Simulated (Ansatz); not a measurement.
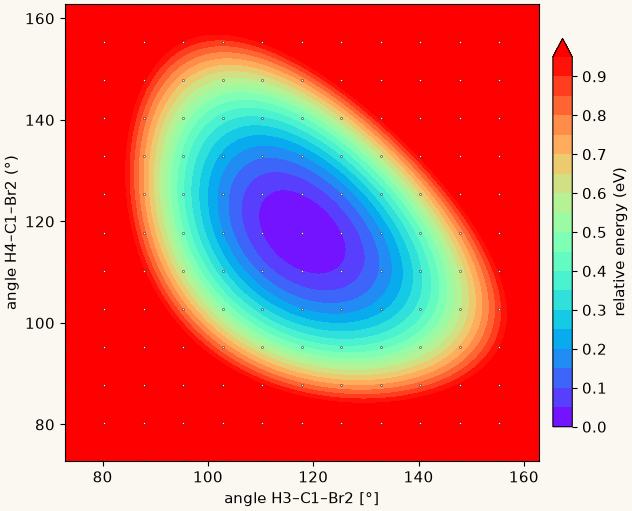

CH₂Br, SMILES [CH2]Br, spin multiplicity 2. 
- The first coordinate is: angle H3–C1–Br2; the second: angle H4–C1–Br2.
- Nothing is relaxed (all other coordinates rigid).
- The grid has 13 × 13 points; 91 points were computed and 78 follow by symmetry.
- Energies: eV, counted from the relaxed molecule at the same level.
- The calculation used UHF-MP2, frozen core/def2-TZVP in Ansatz 0.2.0.

The picture shows filled contours, dots at the grid points, one colour for all values above the top of the scale. Between grid points the surface is interpolated.

> Where is the minimum, and how stiff is the well along each coordinate?

The interpolated minimum is at angle H3–C1–Br2 ≈ 117.8°, angle H4–C1–Br2 ≈ 117.8°. The curvatures there are about 5.7 eV/rad² and 5.7 eV/rad², with a cross term of about 2.3 eV/rad². Round the minimum the valley is somewhat tilted: raising angle H3–C1–Br2 shifts the best value of angle H4–C1–Br2 downwards (coupling k₁₂/√(k₁₁k₂₂) about 0.4).
